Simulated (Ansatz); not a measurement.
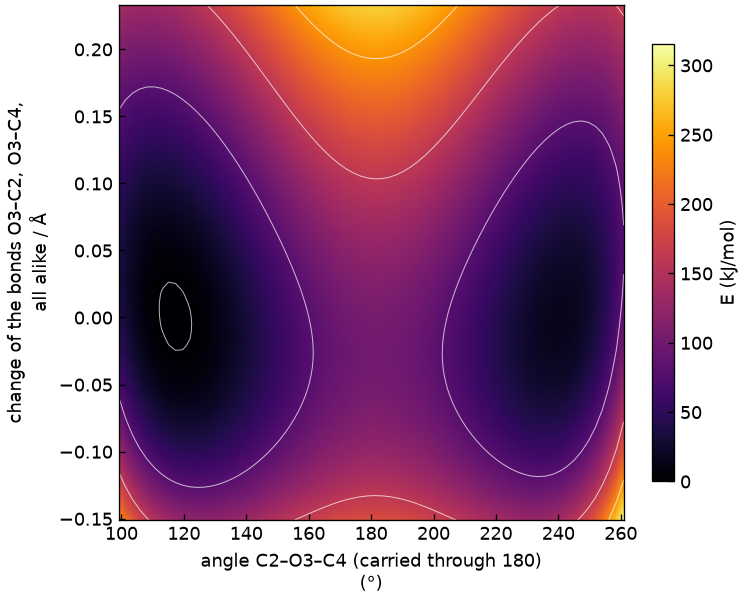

C2H3F2O, SMILES F[CH]OCF, spin multiplicity 2. 
- The first coordinate is: angle C2–O3–C4 (carried through 180); the second: change of the bonds O3–C2, O3–C4, all alike.
- Nothing is relaxed (all other coordinates rigid).
- The grid has 15 × 15 points.
- Points are written as (first, second).
- Energies: kJ/mol, counted from the lowest grid point.
- Level of theory: UKS PBE0-D4/def2-SVP in Ansatz 0.2.0.

The picture shows a smooth colour map with a few white contour lines. Between grid points the surface is interpolated.

The lowest grid point is at (122.2°, −0.014 Å). There is a further well near (237.8°, −0.014 Å) (16 kJ/mol above the lowest at that grid point). The highest grid point, (260.9°, −0.151 Å), lies 316 kJ/mol above the lowest. On the interpolated surface the easiest way out of the lowest well to the well at about (240°, 0.00 Å) passes a barrier of about 104 kJ/mol. Round the minimum the valley is somewhat tilted: raising the first coordinate shifts the best value of the second coordinate downwards (coupling k₁₂/√(k₁₁k₂₂) about 0.2).

The level of theory is changed to UKS PBE-D4/def2-SVP (Ansatz); with it change the reference geometry, relaxed at the new level; the new grid has 13 × 13 points, laid about the new relaxed structure.

What will the new map look like?

The lowest place stays at about (117°, 0.000 Å). The easiest pass out of the lowest well goes from about 104 to about 100 kJ/mol on the interpolated surfaces. The curvature at the minimum changes by less than a tenth (about 6.8) eV/rad² along the first coordinate and from about 86 to 77 eV/Å² along the second coordinate.

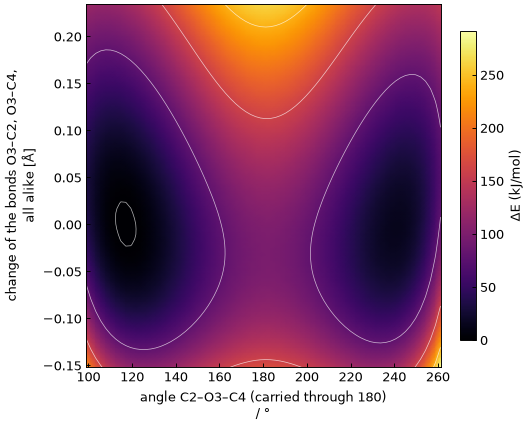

The map after the change, on a colour scale of its own. In the figure: a smooth colour map with a few white contour lines. Between grid points the surface is interpolated.
